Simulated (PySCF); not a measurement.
C6H4S, SMILES c1c(scc1)C#C at its GFN2-xTB optimised geometry (Å):

```
11

C     -1.9690    -2.2722     0.0011
C     -1.2168    -1.3345     0.0004
C     -0.3580    -0.2310     0.0000
C      1.0106    -0.2310     0.0000
C      1.5557     1.0677     0.0000
C      0.6035     2.0368    -0.0001
S     -0.9892     1.3929    -0.0001
H     -2.6119    -3.1006     0.0018
H      1.5952    -1.1335     0.0000
H      2.6119     1.2706     0.0001
H      0.7365     3.1006     0.0000
```

Level of theory: PBE/def2-TZVP (PySCF). Cells within 0.4 Å of a nucleus heavier than hydrogen are left out (blank, or x).

Map of the electron localisation function on the plane z = 0.0 Å:

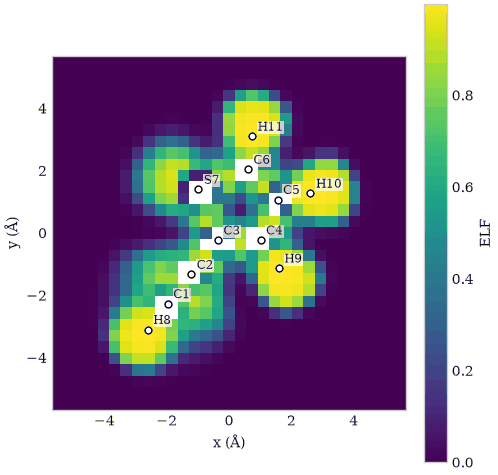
Fig. 1. Electron localisation function on the plane z = 0.0 Å.
